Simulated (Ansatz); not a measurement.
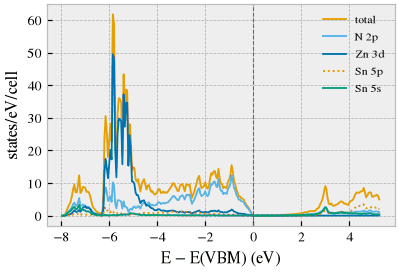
*Total and projected density of states of ZnSnN2 in space group Pna2_1 (No. 33; Zn on 4a, Sn on 4a, N on 4a, N on 4a), plane-wave PAW LDA (Ansatz code)*

Task: Which orbitals carry the states next to the gap?

Result: Top 1 eV of the valence band: N 2p 82 %, Zn 3d 12 %. Bottom 1 eV of the conduction band: N 2p 37 %, N 2s 24 %, Sn 5s 19 %, Zn 4s 14 %. Projections are on Löwdin-orthogonalised atomic valence shells; empty p or d shells of many metals are not among them.

Task: Where is the tallest occupied peak in this window, and what makes it?

Result: Near -5.9 eV, about 62 states/eV per cell; the largest projected share is Zn 3d.

The LDA relaxation kept the symmetry of its start. Scalar-relativistic: spin–orbit coupling is off unless named, which matters more the heavier the elements.

Potentials: the later of the program's two PAW sets.
